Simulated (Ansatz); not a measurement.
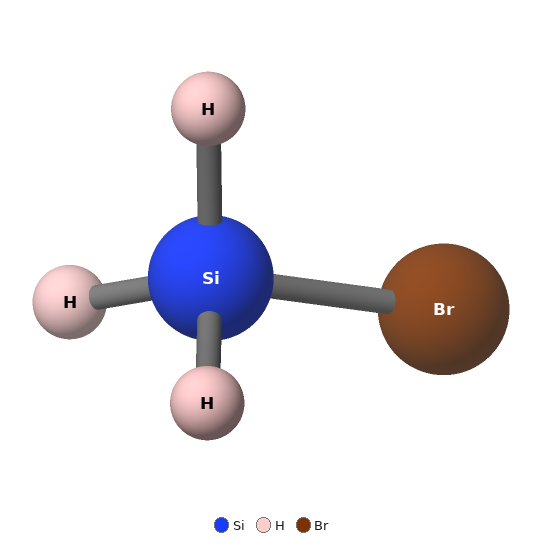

Ball-and-stick drawing of a structure. Every bond is drawn as one stick, whatever its order.

The geometry was computed by an optimisation with PBE0-D4/def2-TZVP.

What is the molecular formula?

Answer. BrH3Si, 5 atoms: 1 bromine, 3 hydrogen and 1 silicon.

How many sets of symmetry-equivalent atoms are there?

Answer. 3: 1 Si, 3 H, 1 Br.

Give the symmetry (Schoenflies symbol).

Answer. C3v.

The parts below concern this one geometry. Atoms keep their numbers from picture to picture.

Geometry

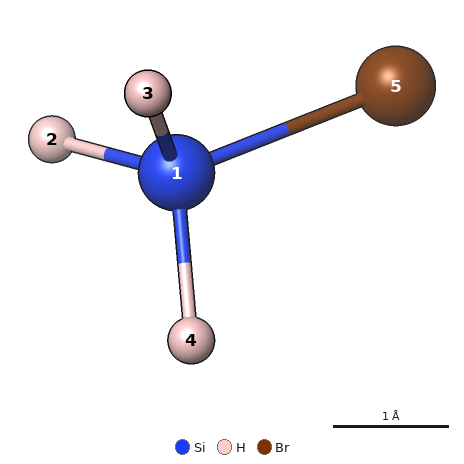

Numbered structure.

Give the bond lengths.

```tsv
bond	length (Å)
Si1–H2	1.480
Si1–H3	1.480
Si1–H4	1.480
Si1–Br5	2.219
```

Electronic properties

Level of theory: RKS PBE0-D4/def2-TZVP (Ansatz 0.2.0).

What is the harmonic zero-point energy?

Answer. 67.4 kJ/mol.

What is the dipole moment?

Answer. 1.30 D.

Vibrations

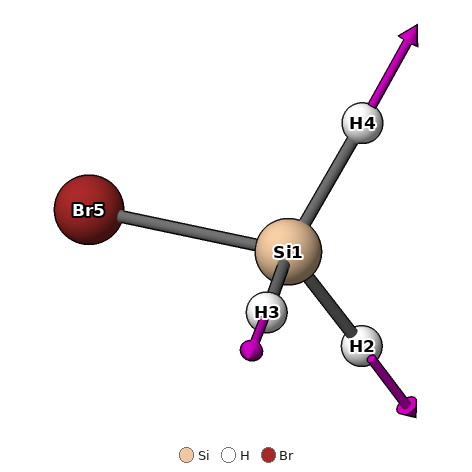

The arrows show one normal mode. Harmonic vibrations computed with RKS PBE0-D4/def2-TZVP (Ansatz 0.2.0) at a stationary point of the same level.

What kind of motion is it?

Answer. Mostly in-phase stretching of 3 Si–H bonds.

Estimate its harmonic wavenumber.

Answer. 2248 cm⁻¹; it is mode 7 of 9 counted from the lowest.

Thermal motion

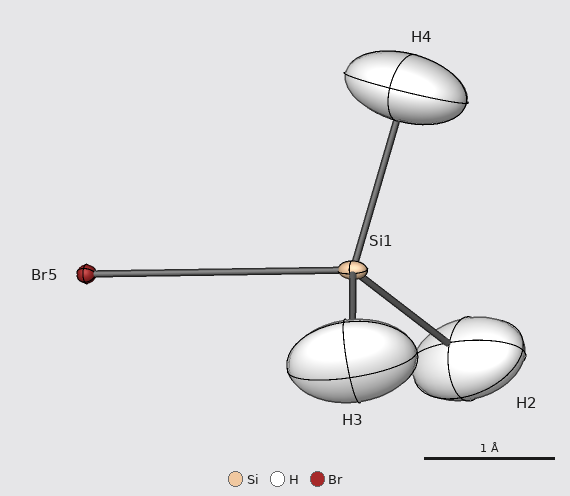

Displacement ellipsoids at the 50 % level, enlarged 2 times, from the internal vibrations of the free molecule (harmonic, no overall translation or rotation; no half-axis is drawn under 0.075 Å). Vibrations computed with RKS PBE0-D4/def2-TZVP (Ansatz 0.2.0). Temperature: 400 K.

List U_eq and the three principal root-mean-square amplitudes for each kind of atom.

```
      atom  U_eq (Å²)   rms amplitudes (Å)
       Si1    0.00058  0.011, 0.011, 0.039
H2, H3, H4     0.0156  0.085, 0.111, 0.165
       Br5    0.00007  0.002, 0.002, 0.015
```

Charges

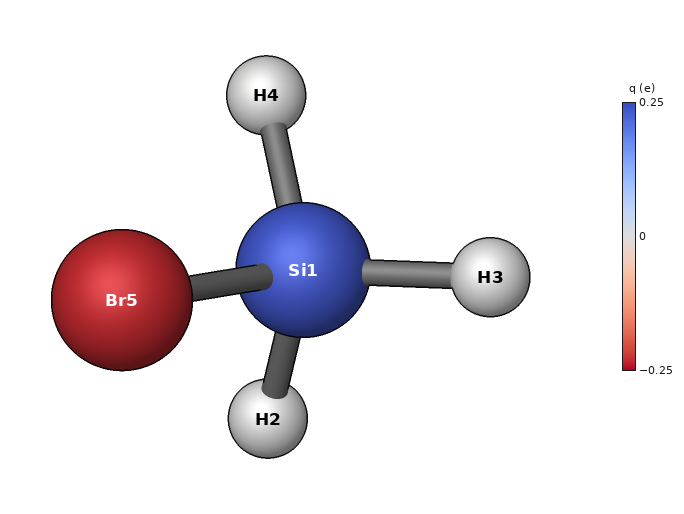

Atoms are coloured by their Mulliken charges. Properties computed with RKS PBE0-D4/def2-TZVP (Ansatz 0.2.0).

List the Mulliken charges.

```tsv
atom	value (e)
Si1	0.24
H2	0.00
H3	0.00
H4	0.00
Br5	−0.23
```

Mulliken values depend strongly on the basis set and can even reverse the polarity of a bond.
